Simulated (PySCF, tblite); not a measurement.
# C₅H₁₀N₂Si: geometry, infrared bands and NMR shifts

Wanted: the infrared bands and NMR shifts of C₅H₁₀N₂Si (`[H]/N=C(\CN)CC#C[SiH3]`), by calculation.

Computed with tblite 0.8.0 and PySCF 2.14.0, with density-fitted response routines of our own, on a single molecule in the gas phase. Atoms count from 0, in the outputs and in this text.

## (1) The molecule as given

18 atoms, charge 0, multiplicity 1; geometry from: force field or distance geometry start.

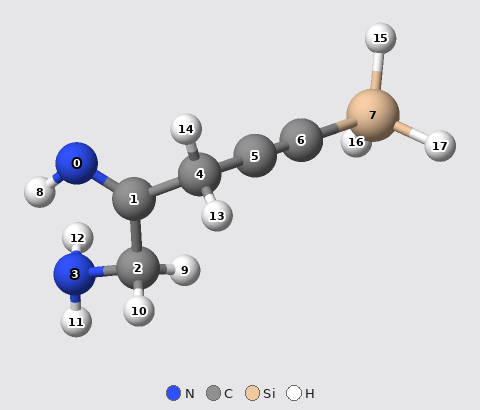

As it starts; nitrogen blue, carbon grey, silicon light orange, hydrogen white, atoms numbered.

## (2) Geometry optimisation with GFN2-xTB

The job: settings as JSON, then the geometry in Å.

```
{"job": {"kind": "relax", "xc": "GFN2-xTB", "basis": "xTB"}, "charge": 0, "multiplicity": 1}
N     -1.769400     0.363000    -1.901700
C     -1.156400     0.684300    -0.813800
C     -1.766900     0.391000     0.562100
N     -2.904400    -0.526400     0.377400
C      0.186000     1.378000    -0.845900
C      1.253600     0.538200    -0.302500
C      2.139900    -0.141900     0.145200
Si     3.524200    -1.209600     0.828600
H     -2.670300    -0.065800    -1.604700
H     -1.037400    -0.041200     1.237000
H     -2.133600     1.338600     0.977300
H     -3.342500    -0.696200     1.296500
H     -2.536400    -1.440800     0.109200
H      0.107300     2.311200    -0.287200
H      0.412600     1.653900    -1.889100
H      4.371700    -1.724700    -0.263000
H      2.951700    -2.367400     1.567300
H      4.361900    -0.437800     1.762300
```

On the command line:

```bash
> OMP_NUM_THREADS=1 python probes_run.py task.json out
```

One launch serves the whole session: the jobs run in the order shown.

**Question.** This job is followed by: GFN2-xTB harmonic vibrations, gas phase; GIAO PBE0/pcSseg-1 NMR shielding, non-relativistic, gas phase. What will the session give for the following? strongest single infrared mode (GFN2-xTB); zero-point energy (GFN2-xTB); 13C shifts against TMS (PBE0/pcSseg-1); 1H shifts against TMS (PBE0/pcSseg-1, means over atoms taken as alike); 15N shifts against NH3 (PBE0/pcSseg-1); 29Si shifts against TMS (PBE0/pcSseg-1); surface potential, least and greatest.

**Answer**, as computed:

| quantity | value |
| --- | --- |
| strongest single infrared mode (GFN2-xTB) | 793 cm⁻¹, 417 km/mol |
| zero-point energy (GFN2-xTB) | 84.9 kcal/mol |
| 13C shifts against TMS (PBE0/pcSseg-1) | 178.1, 116.7, 81.3, 48.0, 34.0 ppm |
| 1H shifts against TMS (PBE0/pcSseg-1, means over atoms taken as alike) | 11.75, 4.22, 3.79, 3.39, 0.55 ppm |
| 15N shifts against NH3 (PBE0/pcSseg-1) | 343.4, 29.4 ppm |
| 29Si shifts against TMS (PBE0/pcSseg-1) | -99.7 ppm |
| surface potential, least and greatest | -1.76 V and 1.48 V |

In words: Over 94 steps the energy fell by 0.202 eV; of the close pairs, N0–C1 changed most, 1.289 to 1.254 Å. The lowest mode is slightly imaginary (17i cm⁻¹), a soft motion within the noise of the Hessian, so the minimum is not strictly shown. Unscaled tight-binding wavenumbers are off by several per cent, some by more. Its intensities can rank the bands wrongly. At PBE0/pcSseg-1: Shielding is most anisotropic at N0 (span 662 ppm, paramagnetic term -396 ppm).
